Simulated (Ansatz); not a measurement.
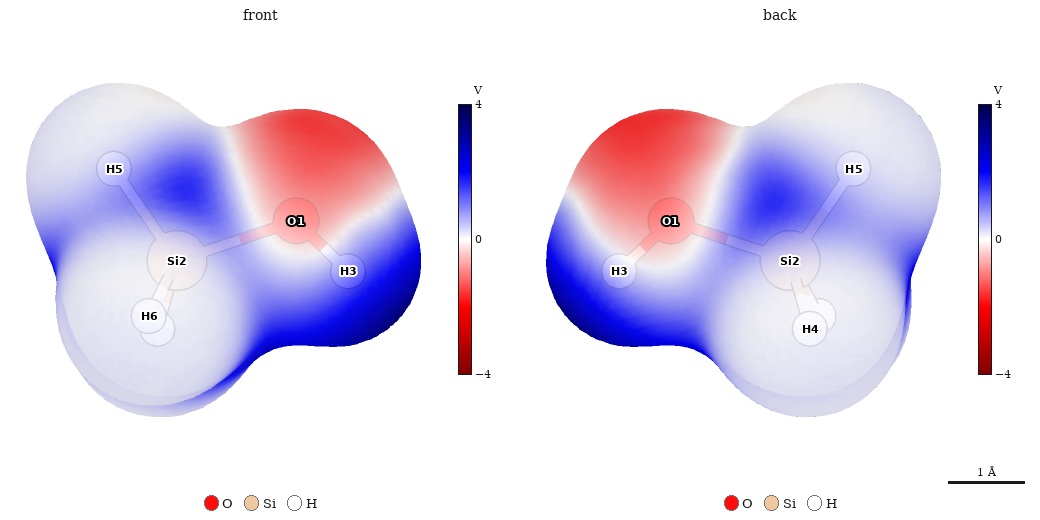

Figure 1: H4OSi (SMILES O[SiH3]). The electrostatic potential painted on the density surface at 0.004 e/bohr³, seen from the front and from behind; red is negative and blue positive.

These are results of RKS B3LYP-D4/def2-SVP in Ansatz 0.2.0, not measurements.

The calculation's input:

```
crystal:
  periodic: [false, false, false]
  atoms:
    - { symbol: O, position_ang: [0.60987, -0.98223, 0.39855] }
    - { symbol: Si, position_ang: [-0.0571, 0.37443, -0.19755] }
    - { symbol: H, position_ang: [0.10661, -1.62242, 0.89184] }
    - { symbol: H, position_ang: [-1.13174, 0.04363, -1.13493] }
    - { symbol: H, position_ang: [1.08415, 1.00003, -0.84517] }
    - { symbol: H, position_ang: [-0.61179, 1.18655, 0.88727] }
basis:
  gaussian: { orbitals: def2-SVP }
hamiltonian:
  xc: b3lyp
  dispersion: d4
relax:
  f_tol: 0.015
  max_steps: 40
output:
  orbitals: {}
```

Run with:

```sh
ansatz run input.yaml --threads 1 --pin off --max-ram 2048MiB --backend cpu --events-out ev --progress --plain --runs-dir out
```

The fields are those of the relaxed geometry.

> Which sites attract a positive test charge, and which a negative one?

A positive charge is drawn to the negative regions and a negative charge to the positive ones. The most negative region (about −1.6 V) lies over O1, the most positive (about +3.3 V) over H3. O1 is the likeliest acceptor of a hydrogen bond.
